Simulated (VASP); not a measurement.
Band structure of HfB$_{2}$ (AlB2 type). All values below come from PBE GGA with D3 dispersion (Becke-Johnson damping), VASP's PBE PAW potentials (set 64) (plane waves; VASP 6.6.1).

Unless said otherwise, spin-orbit coupling is left out, though it shifts the bands of the heavy elements here.

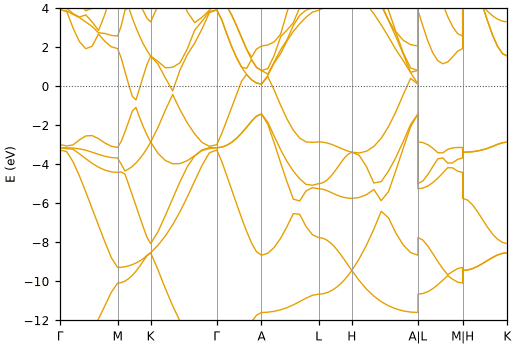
Figure. Bands along high-symmetry lines, zero at the valence-band maximum or, without a gap, the Fermi level

Q: Read the plot: is there a gap, and where are the band edges?

A: It has no gap at this level: it comes out as a metal or semimetal. (Edges off the drawn lines would not show.)

The compound is HfB2 in the AlB2 type structure. It was relaxed first.
